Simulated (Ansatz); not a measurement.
# Ga6N7 zinc blende off sphere (Ga₆N₇H₂₀+): a spread of methods and bases

How do the results and run time of Ga6N7 zinc blende off sphere (Ga₆N₇H₂₀+) respond when the settings are drawn wide?

Method: the settings change from run to run; program: Ansatz 0.2.0, Gaussian basis.

## Step 1: The molecule

The geometry comes from an earlier relaxation with r2SCAN-D4/def2-SVP; it is a stationary point, not always the lowest conformer.

33 atoms, charge 1, spin multiplicity 1.

Atoms are counted from 1 here; the program's logs count them from 0.

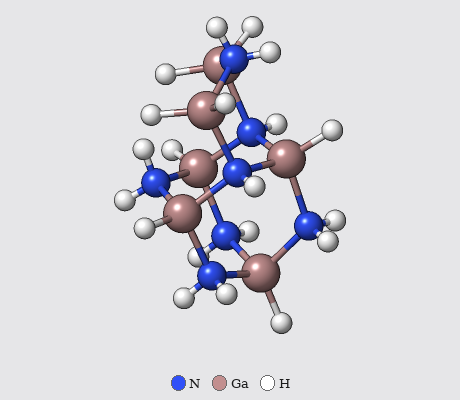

The structure; nitrogen blue, gallium pink, hydrogen white.

## Step 2: CAM-B3LYP/cc-pVDZ

This run has high accuracy.

Input file in.yaml:

```yaml
crystal:
  periodic: [false, false, false]
  atoms:
    - {symbol: N, position_ang: [0.615607, -2.781614, 0.531004]}
    - {symbol: N, position_ang: [-2.297148, 2.295601, -0.873943]}
    - {symbol: N, position_ang: [0.696215, -0.695399, -1.767878]}
    - {symbol: N, position_ang: [-1.612504, -0.571450, 0.242486]}
    - {symbol: N, position_ang: [0.479765, -0.479880, 2.581186]}
    - {symbol: N, position_ang: [0.569887, 1.612669, 0.243468]}
    - {symbol: N, position_ang: [2.781761, -0.613975, 0.530803]}
    - {symbol: Ga, position_ang: [-2.804807, 0.369670, -1.125038]}
    - {symbol: Ga, position_ang: [-0.602606, -1.840600, -0.796062]}
    - {symbol: Ga, position_ang: [1.749344, -1.748287, 1.771607]}
    - {symbol: Ga, position_ang: [-0.371615, 2.806169, -1.122689]}
    - {symbol: Ga, position_ang: [1.839849, 0.604384, -0.795573]}
    - {symbol: Ga, position_ang: [-0.689663, 0.688339, 1.387120]}
    - {symbol: H, position_ang: [1.201451, -3.444770, 0.010432]}
    - {symbol: H, position_ang: [0.011462, -3.404878, 1.079512]}
    - {symbol: H, position_ang: [-2.685293, 2.682422, -0.007204]}
    - {symbol: H, position_ang: [-2.801875, 2.800340, -1.612240]}
    - {symbol: H, position_ang: [1.260334, -1.258616, -2.412568]}
    - {symbol: H, position_ang: [0.117705, -0.117723, -2.396774]}
    - {symbol: H, position_ang: [-2.298813, -1.073634, 0.816687]}
    - {symbol: H, position_ang: [-0.144707, -0.988778, 3.217517]}
    - {symbol: H, position_ang: [0.988123, 0.145386, 3.217176]}
    - {symbol: H, position_ang: [1.071702, 2.298628, 0.818415]}
    - {symbol: H, position_ang: [3.444556, -1.199674, 0.009608]}
    - {symbol: H, position_ang: [3.405424, -0.009996, 1.079050]}
    - {symbol: H, position_ang: [-2.166745, -0.035090, -2.508650]}
    - {symbol: H, position_ang: [-4.284680, 0.133259, -0.701586]}
    - {symbol: H, position_ang: [-1.311850, -2.926270, -1.645963]}
    - {symbol: H, position_ang: [2.593081, -2.591174, 2.764148]}
    - {symbol: H, position_ang: [0.034993, 2.171155, -2.507116]}
    - {symbol: H, position_ang: [-0.137630, 4.285458, -0.695782]}
    - {symbol: H, position_ang: [2.924899, 1.314827, -1.645198]}
    - {symbol: H, position_ang: [-1.576223, 1.573520, 2.314043]}
basis:
  gaussian: {orbitals: cc-pVDZ}
total_charge: 1
hamiltonian: {xc: {name: CAM-B3LYP}}
accuracy: high
output: {forces: true}
```

Started as:

```
$ ansatz run in.yaml --threads 2 --pin off --events-out ev --progress --plain --max-ram 32768MiB --backend cuda --devices 0, --max-vram 18GiB
```

Standard output, shortened:

```text
Functional definition: CAM-B3LYP
  name "CAM-B3LYP"
  cite "Yanai, Tew & Handy, Chem. Phys. Lett. 393, 51 (2004) doi:10.1016/j.cplett.2004.06.011"
  cite "Iikura, Tsuneda, Yanai & Hirao, J. Chem. Phys. 115, 3540 (2001) doi:10.1063/1.1383587"
  cite "Becke, Phys. Rev. A 38, 3098 (1988) doi:10.1103/PhysRevA.38.3098"
  cite "Lee, Yang & Parr, Phys. Rev. B 37, 785 (1988) doi:10.1103/PhysRevB.37.785"
  cite "Vosko, Wilk & Nusair, Can. J. Phys. 58, 1200 (1980) doi:10.1139/p80-159"
[...]
  # Exact exchange under (alpha + beta erf(omega r))/r, Becke's under what is left of 1/r.
[...]
8977 factors; integrals over basis functions are off by at most 1.2e-8 eV
1339 factors; integrals over basis functions are off by at most 2.3e-9 eV
[...]
mean field -325038.70873674 eV, -11944.9522269252 hartree, gradient 9.5e-8 eV, S^2 0.000000; 0 other end points of the search recorded, 0 dependent functions left out
[...]
reference -325038.70877311 eV, -11944.9522282621 hartree; 127, 127 occupied and 233, 233 virtual orbitals, 8977 factors
Total energy: -325038.70877311 eV, -11944.9522282621 hartree
Atom 0 at     0.615607    -2.781614     0.531004 Å, force    -0.012895    -0.147944    -0.010424 eV/Å
Atom 1 at    -2.297148     2.295601    -0.873943 Å, force    -0.097888     0.097692     0.005722 eV/Å
Atom 2 at     0.696215    -0.695399    -1.767878 Å, force    -0.017743     0.017582    -0.189229 eV/Å
[...]
Atom 17 at     1.260334    -1.258616    -2.412568 Å, force    -0.009910     0.009588     0.005431 eV/Å
Atom 18 at     0.117705    -0.117723    -2.396774 Å, force     0.050719    -0.050611     0.018052 eV/Å
Atom 19 at    -2.298813    -1.073634     0.816687 Å, force     0.028824     0.013193    -0.018543 eV/Å
Atom 20 at    -0.144707    -0.988778     3.217517 Å, force     0.015517     0.009788     0.001970 eV/Å
Atom 21 at     0.988123     0.145386     3.217176 Å, force    -0.009694    -0.015861     0.001983 eV/Å
Atom 22 at     1.071702     2.298628     0.818415 Å, force    -0.013359    -0.028648    -0.018527 eV/Å
Atom 23 at     3.444556    -1.199674     0.009608 Å, force     0.000614     0.010264     0.012434 eV/Å
Atom 24 at     3.405424    -0.009996     1.079050 Å, force     0.003999    -0.014472    -0.005386 eV/Å
Atom 25 at    -2.166745    -0.035090    -2.508650 Å, force    -0.026819    -0.000587    -0.012627 eV/Å
Atom 26 at    -4.284680     0.133259    -0.701586 Å, force    -0.035654    -0.010758     0.005574 eV/Å
Atom 27 at    -1.311850    -2.926270    -1.645963 Å, force    -0.016632    -0.022635    -0.024588 eV/Å
Atom 28 at     2.593081    -2.591174     2.764148 Å, force     0.024639    -0.024812     0.025971 eV/Å
Atom 29 at     0.034993     2.171155    -2.507116 Å, force     0.000526     0.026800    -0.012533 eV/Å
Atom 30 at    -0.137630     4.285458    -0.695782 Å, force     0.010764     0.035643     0.005091 eV/Å
Atom 31 at     2.924899     1.314827    -1.645198 Å, force     0.023108     0.016910    -0.024530 eV/Å
Atom 32 at    -1.576223     1.573520     2.314043 Å, force    -0.018263     0.018380     0.019262 eV/Å
Dipole moment:     0.970699    -0.970877     0.890701 e Å
```

It took 34 s on 1 × H100 (card shared with other runs) with 2 threads of AMD EPYC 7R13, shared host; peak host memory 3.4 GiB.

Largest force 0.191 eV/Å.

## Step 3: PBE0/def2-TZVP

Options: coordinates scaled by 1.05, density fitting with def2-universal-jkfit.

Input file in.yaml:

```yaml
crystal:
  periodic: [false, false, false]
  atoms:
    - {symbol: N, position_ang: [0.646388, -2.920694, 0.557555]}
    - {symbol: N, position_ang: [-2.412005, 2.410381, -0.917640]}
    - {symbol: N, position_ang: [0.731025, -0.730169, -1.856272]}
    - {symbol: N, position_ang: [-1.693129, -0.600023, 0.254611]}
    - {symbol: N, position_ang: [0.503754, -0.503874, 2.710246]}
    - {symbol: N, position_ang: [0.598381, 1.693302, 0.255642]}
    - {symbol: N, position_ang: [2.920849, -0.644674, 0.557343]}
    - {symbol: Ga, position_ang: [-2.945047, 0.388153, -1.181290]}
    - {symbol: Ga, position_ang: [-0.632736, -1.932630, -0.835865]}
    - {symbol: Ga, position_ang: [1.836811, -1.835702, 1.860187]}
    - {symbol: Ga, position_ang: [-0.390196, 2.946477, -1.178824]}
    - {symbol: Ga, position_ang: [1.931842, 0.634603, -0.835352]}
    - {symbol: Ga, position_ang: [-0.724146, 0.722756, 1.456476]}
    - {symbol: H, position_ang: [1.261524, -3.617008, 0.010954]}
    - {symbol: H, position_ang: [0.012035, -3.575122, 1.133488]}
    - {symbol: H, position_ang: [-2.819558, 2.816543, -0.007564]}
    - {symbol: H, position_ang: [-2.941969, 2.940357, -1.692852]}
    - {symbol: H, position_ang: [1.323351, -1.321546, -2.533196]}
    - {symbol: H, position_ang: [0.123590, -0.123609, -2.516612]}
    - {symbol: H, position_ang: [-2.413754, -1.127316, 0.857521]}
    - {symbol: H, position_ang: [-0.151942, -1.038217, 3.378393]}
    - {symbol: H, position_ang: [1.037529, 0.152656, 3.378035]}
    - {symbol: H, position_ang: [1.125287, 2.413559, 0.859336]}
    - {symbol: H, position_ang: [3.616784, -1.259657, 0.010089]}
    - {symbol: H, position_ang: [3.575695, -0.010496, 1.133003]}
    - {symbol: H, position_ang: [-2.275082, -0.036844, -2.634083]}
    - {symbol: H, position_ang: [-4.498914, 0.139922, -0.736665]}
    - {symbol: H, position_ang: [-1.377443, -3.072584, -1.728261]}
    - {symbol: H, position_ang: [2.722735, -2.720733, 2.902355]}
    - {symbol: H, position_ang: [0.036743, 2.279713, -2.632472]}
    - {symbol: H, position_ang: [-0.144512, 4.499731, -0.730571]}
    - {symbol: H, position_ang: [3.071144, 1.380569, -1.727458]}
    - {symbol: H, position_ang: [-1.655034, 1.652196, 2.429745]}
basis:
  gaussian: {orbitals: def2-TZVP, fitting: {mean_field: def2-universal-jkfit}}
total_charge: 1
hamiltonian: {xc: {name: PBE0}}
scf: {omitted_lower_state_checks: [starts]}
output: {forces: true}
```

Launched as before.

Standard output, shortened:

```text
Functional definition: PBE0
  name "PBE0"
  cite "Adamo & Barone, J. Chem. Phys. 110, 6158 (1999) doi:10.1063/1.478522"
  cite "Perdew, Burke & Ernzerhof, Phys. Rev. Lett. 77, 3865 (1996) doi:10.1103/PhysRevLett.77.3865"
  parent pbe
[...]
2495 factors; integrals over basis functions are off by at most 6.8e-1 eV
[...]
mean field -324978.32687831 eV, -11942.7332345564 hartree, gradient 2.3e-5 eV, S^2 0.000000; 0 other end points of the search recorded, 0 dependent functions left out
[...]
reference -324978.32693944 eV, -11942.7332368029 hartree; 127, 127 occupied and 498, 498 virtual orbitals, 2495 factors
Total energy: -324978.32693944 eV, -11942.7332368029 hartree
Atom 0 at     0.646388    -2.920694     0.557555 Å, force     0.024938    -1.525268     0.102763 eV/Å
Atom 1 at    -2.412005     2.410381    -0.917640 Å, force    -1.062269     1.060531     0.063860 eV/Å
[...]
Atom 24 at     3.575695    -0.010496     1.133003 Å, force    -1.283343    -1.264619    -1.117245 eV/Å
Atom 25 at    -2.275082    -0.036844    -2.634083 Å, force    -0.308999     0.221616     0.801993 eV/Å
Atom 26 at    -4.498914     0.139922    -0.736665 Å, force     0.900489     0.146511    -0.225508 eV/Å
Atom 27 at    -1.377443    -3.072584    -1.728261 Å, force     0.451938     0.678464     0.519389 eV/Å
Atom 28 at     2.722735    -2.720733     2.902355 Å, force    -0.523947     0.523261    -0.622200 eV/Å
Atom 29 at     0.036743     2.279713    -2.632472 Å, force    -0.222773     0.307440     0.802638 eV/Å
Atom 30 at    -0.144512     4.499731    -0.730571 Å, force    -0.145008    -0.900187    -0.228042 eV/Å
Atom 31 at     3.071144     1.380569    -1.727458 Å, force    -0.677724    -0.452470     0.519269 eV/Å
Atom 32 at    -1.655034     1.652196     2.429745 Å, force     0.543971    -0.543007    -0.566462 eV/Å
Dipole moment:     0.969658    -0.969777     0.862292 e Å
Checks for a lower state left out: starts
```

Wall time 14 s (1 × H100 (card shared with other runs) with 2 threads of AMD EPYC 7R13, shared host); peak host memory 1.6 GiB.

Largest force 2.158 eV/Å.

## Step 4: PBE0-DH/def2-SVP

Set apart from the defaults: multiplicity 3.

Input file in.yaml:

```yaml
crystal:
  periodic: [false, false, false]
  atoms:
    - {symbol: N, position_ang: [0.615607, -2.781614, 0.531004]}
    - {symbol: N, position_ang: [-2.297148, 2.295601, -0.873943]}
    - {symbol: N, position_ang: [0.696215, -0.695399, -1.767878]}
    - {symbol: N, position_ang: [-1.612504, -0.571450, 0.242486]}
    - {symbol: N, position_ang: [0.479765, -0.479880, 2.581186]}
    - {symbol: N, position_ang: [0.569887, 1.612669, 0.243468]}
    - {symbol: N, position_ang: [2.781761, -0.613975, 0.530803]}
    - {symbol: Ga, position_ang: [-2.804807, 0.369670, -1.125038]}
    - {symbol: Ga, position_ang: [-0.602606, -1.840600, -0.796062]}
    - {symbol: Ga, position_ang: [1.749344, -1.748287, 1.771607]}
    - {symbol: Ga, position_ang: [-0.371615, 2.806169, -1.122689]}
    - {symbol: Ga, position_ang: [1.839849, 0.604384, -0.795573]}
    - {symbol: Ga, position_ang: [-0.689663, 0.688339, 1.387120]}
    - {symbol: H, position_ang: [1.201451, -3.444770, 0.010432]}
    - {symbol: H, position_ang: [0.011462, -3.404878, 1.079512]}
    - {symbol: H, position_ang: [-2.685293, 2.682422, -0.007204]}
    - {symbol: H, position_ang: [-2.801875, 2.800340, -1.612240]}
    - {symbol: H, position_ang: [1.260334, -1.258616, -2.412568]}
    - {symbol: H, position_ang: [0.117705, -0.117723, -2.396774]}
    - {symbol: H, position_ang: [-2.298813, -1.073634, 0.816687]}
    - {symbol: H, position_ang: [-0.144707, -0.988778, 3.217517]}
    - {symbol: H, position_ang: [0.988123, 0.145386, 3.217176]}
    - {symbol: H, position_ang: [1.071702, 2.298628, 0.818415]}
    - {symbol: H, position_ang: [3.444556, -1.199674, 0.009608]}
    - {symbol: H, position_ang: [3.405424, -0.009996, 1.079050]}
    - {symbol: H, position_ang: [-2.166745, -0.035090, -2.508650]}
    - {symbol: H, position_ang: [-4.284680, 0.133259, -0.701586]}
    - {symbol: H, position_ang: [-1.311850, -2.926270, -1.645963]}
    - {symbol: H, position_ang: [2.593081, -2.591174, 2.764148]}
    - {symbol: H, position_ang: [0.034993, 2.171155, -2.507116]}
    - {symbol: H, position_ang: [-0.137630, 4.285458, -0.695782]}
    - {symbol: H, position_ang: [2.924899, 1.314827, -1.645198]}
    - {symbol: H, position_ang: [-1.576223, 1.573520, 2.314043]}
basis:
  gaussian: {orbitals: def2-SVP}
total_charge: 1
magnetization: {spin_polarized: true, initial_magnetization: 2}
hamiltonian: {xc: {name: PBE0-DH}}
scf: {omitted_lower_state_checks: [starts]}
output: {forces: true}
```

The command is unchanged.

Standard output, shortened:

```text
Functional definition: PBE0-DH
  name "PBE0-DH"
  cite "Brémond & Adamo, J. Chem. Phys. 135, 024106 (2011) doi:10.1063/1.3604569"
  cite "Perdew, Burke & Ernzerhof, Phys. Rev. Lett. 77, 3865 (1996) doi:10.1103/PhysRevLett.77.3865"
[...]
3964 factors; integrals over basis functions are off by at most 1.3e-3 eV
[...]
mean field -324891.81897144 eV, -11939.5541276161 hartree, gradient 3.6e-6 eV, S^2 2.013454; 0 other end points of the search recorded, 0 dependent functions left out
61 core orbitals not correlated: weight in the atoms' cores, before any rotation towards them, 1.000 or more for the frozen orbitals, at most 0.000 for the correlated occupied ones
reference -324891.81901096 eV, -11939.5541290684 hartree; 67, 65 occupied and 262, 264 virtual orbitals, 3964 factors
second order -87.63572052 eV of doubles, -0.00000000 eV of singles
[...]
Atom 24 at     3.405424    -0.009996     1.079050 Å, force    -0.152191    -0.141885    -0.118163 eV/Å
Atom 25 at    -2.166745    -0.035090    -2.508650 Å, force    -0.673653    -0.328206    -0.632463 eV/Å
Atom 26 at    -4.284680     0.133259    -0.701586 Å, force    -1.534417    -0.387629     0.009615 eV/Å
Atom 27 at    -1.311850    -2.926270    -1.645963 Å, force     0.207275    -0.184641    -0.097419 eV/Å
Atom 28 at     2.593081    -2.591174     2.764148 Å, force     0.025116    -0.018872    -0.010986 eV/Å
Atom 29 at     0.034993     2.171155    -2.507116 Å, force    -0.012862    -0.014767    -0.037847 eV/Å
Atom 30 at    -0.137630     4.285458    -0.695782 Å, force    -0.039384     0.053982    -0.033677 eV/Å
Atom 31 at     2.924899     1.314827    -1.645198 Å, force     0.007239     0.020213    -0.018760 eV/Å
Atom 32 at    -1.576223     1.573520     2.314043 Å, force    -0.020171     0.197038    -0.015593 eV/Å
Dipole moment:     0.625392    -0.807711     0.722383 e Å
Checks for a lower state left out: starts
```

Wall time 30 s (1 × H100 (card shared with other runs) with 2 threads of AMD EPYC 7R13, shared host); peak host memory 6.9 GiB.

Largest force 2.418 eV/Å, ⟨S²⟩ 2.013.

## Step 5: LC-wPBE/def2-SVPD

Set apart from the defaults: density fitting with def2-universal-jkfit, a grid of angular degree 11.

Edit in.yaml of step 4 so:

```diff
@@ -37,7 +37,5 @@
 basis:
-  gaussian: {orbitals: def2-SVP}
+  gaussian: {orbitals: def2-SVPD, fitting: {mean_field: def2-universal-jkfit}, final_grid: {core_spheres: 5, valence_spheres: 4, degree: 11}}
 total_charge: 1
-magnetization: {spin_polarized: true, initial_magnetization: 2}
-hamiltonian: {xc: {name: PBE0-DH}}
-scf: {omitted_lower_state_checks: [starts]}
+hamiltonian: {xc: {name: LC-wPBE}}
 output: {forces: true}
```

Launched as before.

Standard output, shortened:

```text
Functional definition: LC-wPBE
  name "LC-wPBE"
  cite "Vydrov & Scuseria, J. Chem. Phys. 125, 234109 (2006) doi:10.1063/1.2409292"
  cite "Heyd & Scuseria, J. Chem. Phys. 120, 7274 (2004) doi:10.1063/1.1668634"
  cite "Ernzerhof & Perdew, J. Chem. Phys. 109, 3313 (1998) doi:10.1063/1.476928"
  cite "Perdew, Burke & Ernzerhof, Phys. Rev. Lett. 77, 3865 (1996) doi:10.1103/PhysRevLett.77.3865"
  parent pbe
[...]
2495 factors; integrals over basis functions are off by at most 3.3e-1 eV
2495 factors; integrals over basis functions are off by at most 1.2e-4 eV
[...]
mean field -324936.57459964 eV, -11941.1988666157 hartree, gradient 4.6e-5 eV, S^2 0.000000; 0 other end points of the search recorded, 0 dependent functions left out
[...]
reference -324936.57459965 eV, -11941.1988666161 hartree; 127, 127 occupied and 401, 401 virtual orbitals, 2495 factors
[...]
Atom 23 at     3.444556    -1.199674     0.009608 Å, force    -0.189916     0.198381     0.050882 eV/Å
Atom 24 at     3.405424    -0.009996     1.079050 Å, force    -0.184767    -0.108104    -0.115225 eV/Å
Atom 25 at    -2.166745    -0.035090    -2.508650 Å, force    -0.058753     0.018476     0.091985 eV/Å
Atom 26 at    -4.284680     0.133259    -0.701586 Å, force     0.127360     0.009747    -0.043507 eV/Å
Atom 27 at    -1.311850    -2.926270    -1.645963 Å, force     0.046095     0.094237     0.057262 eV/Å
Atom 28 at     2.593081    -2.591174     2.764148 Å, force    -0.071980     0.071772    -0.077281 eV/Å
Atom 29 at     0.034993     2.171155    -2.507116 Å, force    -0.018849     0.058142     0.091923 eV/Å
Atom 30 at    -0.137630     4.285458    -0.695782 Å, force    -0.009497    -0.127082    -0.044400 eV/Å
Atom 31 at     2.924899     1.314827    -1.645198 Å, force    -0.093639    -0.045973     0.057294 eV/Å
Atom 32 at    -1.576223     1.573520     2.314043 Å, force     0.074043    -0.073774    -0.079660 eV/Å
Dipole moment:     0.971297    -0.971480     0.901713 e Å
```

It took 15 s on 1 × H100 (card shared with other runs) with 2 threads of AMD EPYC 7R13, shared host; peak host memory 1.4 GiB.

Largest force 0.314 eV/Å.

## Step 6: The runs in one table

| level | charge | multiplicity | geometry | functions | energy (eV) | time |
| --- | --- | --- | --- | --- | --- | --- |
| CAM-B3LYP/cc-pVDZ | 1 | 1 | relaxed | 360 | -325038.709 | 34 s |
| PBE0/def2-TZVP | 1 | 1 | scaled | 625 | -324978.327 | 14 s |
| PBE0-DH/def2-SVP | 1 | 3 | relaxed | 390 | -324902.773 | 30 s |
| LC-wPBE/def2-SVPD | 1 | 1 | relaxed | 528 | -324936.575 | 15 s |

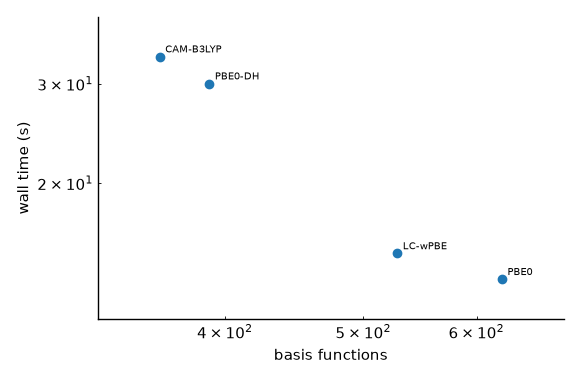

Wall time against the number of basis functions (shared host).

## Step 7: Results

| quantity | value |
| --- | --- |
| runs | 4 |
| quickest | PBE0/def2-TZVP, 14 s |
| slowest | CAM-B3LYP/cc-pVDZ, 34 s |
| spread of total energies, same state and geometry | 102.1 eV |

What this shows: CAM-B3LYP/cc-pVDZ took 2 times as long as PBE0/def2-TZVP. The jobs differ in tasks and options as well as level. Total energies at one charge and spin differ by 102 eV between levels, so only differences within one level mean anything. At the r2SCAN-D4/def2-SVP geometry and in the same state, runs without warnings or point charges leave forces up to 0.31 eV/Å (LC-wPBE/def2-SVPD), against 2.2 eV/Å where the atoms were moved.
